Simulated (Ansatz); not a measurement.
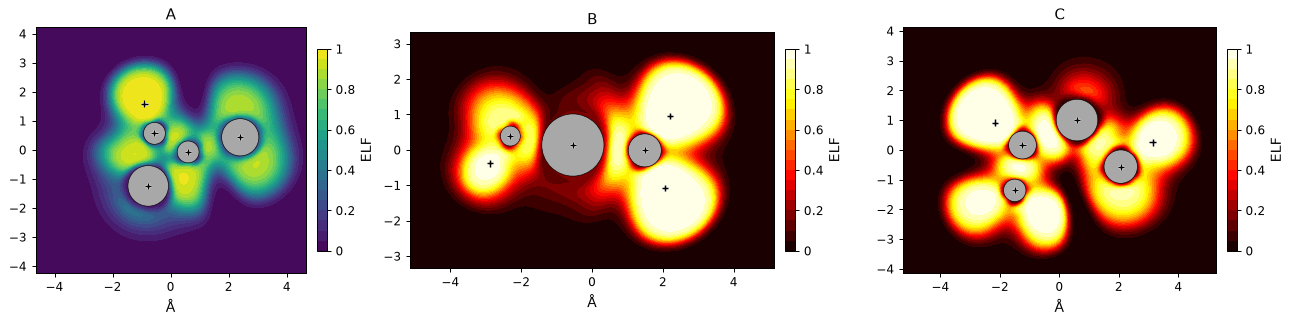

The ELF of 3 systems, each on a plane through atoms (crosses mark nuclei in the plane; grey discs cover the cores).

All numbers below come from RKS PBE0-D4/def2-TZVPP (Ansatz).

System 1: C$_{2}$H$_{3}$BrSi (SMILES BrC1=C[SiH2]1), the plane of atoms C3, C2 and Si4. Geometry: PBE0-D4/def2-TZVP.

```yaml
atoms:
  - { symbol: Br, position_ang: [-1.4138, -2.3170, 0.4096] }
  - { symbol: C, position_ang: [-0.4070, -0.7709, 0.1488] }
  - { symbol: C, position_ang: [0.8337, -0.3952, 0.4219] }
  - { symbol: Si, position_ang: [-0.1141, 0.9192, -0.4090] }
  - { symbol: H, position_ang: [1.7117, -0.8250, 0.8854] }
  - { symbol: H, position_ang: [-0.6428, 2.0840, 0.3387] }
  - { symbol: H, position_ang: [0.0934, 1.2369, -1.8411] }
```

System 2: BH$_{3}$OZn (SMILES [BH2][Zn][OH]), the molecular plane. Geometry: PBE0-D4/def2-TZVP.

```xyz
6

B    -1.1056    0.4094   -0.9065
Zn    0.4211   -0.0265    0.3684
O     1.7654   -0.2898    1.5100
H    -1.6639   -0.4372   -1.5430
H    -1.4985    1.5292   -1.0648
H     2.0814   -1.1851    1.6360
```

System 3: CH$_{7}$BSSi (SMILES CB[SiH2]S), the plane of atoms Si3, B2 and H8. Geometry: PBE0-D4/def2-TZVP.

```xyz
11

C    -1.1259    1.3362   -0.4202
B     0.3671    0.9462   -0.3036
Si    1.0239   -0.8805    0.2399
S    -0.6775   -2.1533    0.5587
H    -1.3320    2.1448   -1.1249
H    -1.3504    1.7525    0.5794
H    -1.8282    0.5139   -0.5677
H     1.2082    1.7848   -0.4823
H     1.8502   -0.8047    1.4796
H     1.9023   -1.4486   -0.8245
H     0.0277   -3.2485    0.8862
```

Which map belongs to which system?

Panel A is system 1, C$_{2}$H$_{3}$BrSi: the plane holds Br, C, Si and H. C–C (1.32 Å): the ELF peaks at about 0.90 between the atoms: a multiple bond. Panel B is system 2, BH$_{3}$OZn: the plane holds B, Zn, O and H. Zn–O (1.78 Å): the ELF peaks at about 0.85 in the valence shell of O, 0.6 Å from its nucleus, and is about 0.20 at the midpoint. Panel C is system 3, CH$_{7}$BSSi: the plane holds C, B, Si, S and H. C–B (1.55 Å): the ELF peaks at about 0.95 between the atoms; a covalent bond.
